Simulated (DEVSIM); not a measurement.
Structure: Al/HfO2/n-GaAs capacitor, at 400 K.

```csv
layer (left to right),material,thickness (nm),Nd (cm⁻³)
1,HfO2,5.30,-
2,GaAs,2700,5.6e16
```

Metal gate on the left, work function 4.1 eV. Fixed charge at the semiconductor interface -1.2e11 cm⁻² (in units of +e); interface traps 3.6e11 cm⁻² eV⁻¹, uniform in energy, neutral level at 0.5 of the gap above the valence band.

The device is made up for the run: typed textbook-type constants, with dimensions and the other settings drawn at random. Values at 300 K; Nc and Nv go as T^1.5, mobilities as T to minus their exponent, the gap by Varshni's rule with the affinity fixed.

| parameter | HfO2 | GaAs |
|---|---|---|
| gap (eV) | 5.7 | 1.424 |
| affinity (eV) | 2.5 | 4.07 |
| permittivity | 22 | 12.9 |
| Nc (cm⁻³) | - | 4.7e17 |
| Nv (cm⁻³) | - | 9e18 |
| Varshni α (eV/K) | - | 0.000541 |
| Varshni β (K) | - | 204 |

DEVSIM, 1D Poisson equation in equilibrium, Boltzmann statistics, complete ionisation; no quantum confinement or tunnelling. Metal contacts follow the ideal Schottky-Mott rule: no Fermi-level pinning, no interface dipoles.

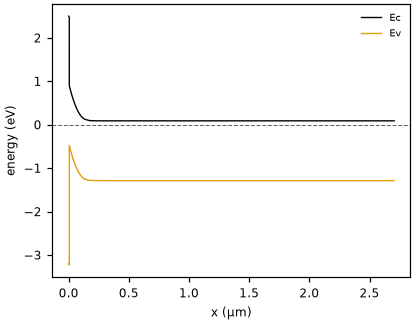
Figure: Band edges at -0.9 V on the gate

Energies count from the Fermi level of the right contact; mesh points crowd at the junctions.

```
x (μm)    Ec (eV)  Ev (eV)  n (cm⁻³)  p (cm⁻³)  field (V/cm)
--------  -------  -------  --------  --------  ------------
0.000       2.500   -3.200     < 1e2     < 1e2        -61000
0.001078    2.493   -3.207     < 1e2     < 1e2        -61000
0.002650    2.484   -3.216     < 1e2     < 1e2        -61000
0.004258    2.474   -3.226     < 1e2     < 1e2        -61000
0.005611    0.894   -0.483   3900000    1.1e13       -110000
0.007240    0.876   -0.501   6600000    6.8e12       -110000
0.01067     0.839   -0.538     1.9e7    2.3e12       -110000
0.02218     0.723   -0.655     5.7e8    7.8e10        -97000
0.04216     0.544   -0.833    1.0e11     4.4e8        -81000
0.08424     0.271   -1.106    2.8e14    160000        -48000
0.1729      0.094   -1.283    4.7e16       950         -2800
0.4548      0.088   -1.289    5.6e16       790           ≈ 0
0.9536      0.088   -1.289    5.6e16       790           ≈ 0
1.776       0.088   -1.289    5.6e16       790           ≈ 0
2.358       0.088   -1.289    5.6e16       790           ≈ 0
2.541       0.088   -1.289    5.6e16       790           ≈ 0
2.628       0.088   -1.289    5.6e16       790           ≈ 0
2.669       0.088   -1.289    5.6e16       790           ≈ 0
2.693       0.088   -1.289    5.6e16       790           ≈ 0
2.700       0.088   -1.289    5.6e16       790           ≈ 0
2.703       0.088   -1.289    5.6e16       790           ≈ 0
2.705       0.088   -1.289    5.6e16       790           ≈ 0
```
